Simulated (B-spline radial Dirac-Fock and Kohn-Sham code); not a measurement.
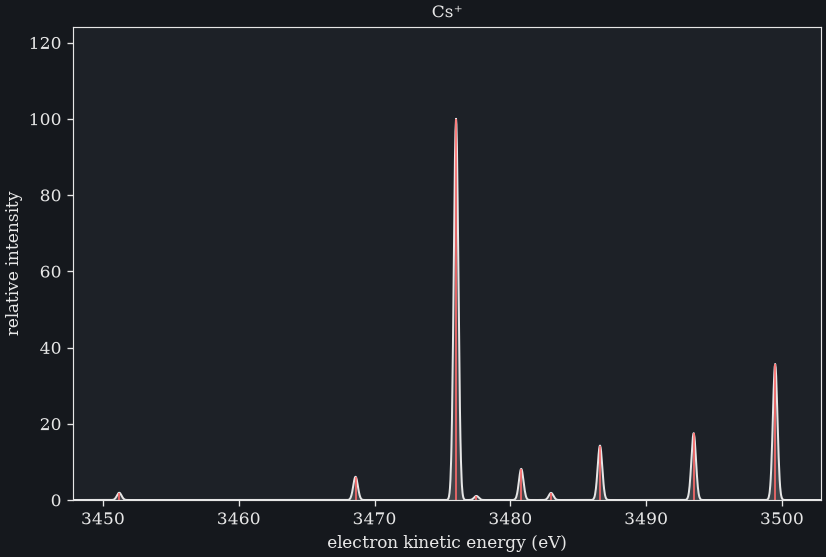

Figure. The Auger multiplet of an L3 hole with both final holes in M45, broadened by 0.40 eV full width. Kinetic energies count from the vacuum level; very weak lines are left out. Lines are named by their largest jj component, which in light atoms can differ from the customary names. System: Cs⁺. Computed with a B-spline radial atomic code: Dirac–Fock ΔSCF energies in intermediate coupling of the two holes, Coulomb rates, valence shells as spectators.

The strongest line is L3-M4M5 J=4 at 3.4760 keV (54 % of the multiplet), followed by L3-M5M5 J=4 at 3.4995 keV (19 %), L3-M5M5 J=2 at 3.4935 keV (9.4 %), L3-M4M5 J=3 at 3.4866 keV (7.7 %). The lines shown span 3.451 keV to 3.499 keV.
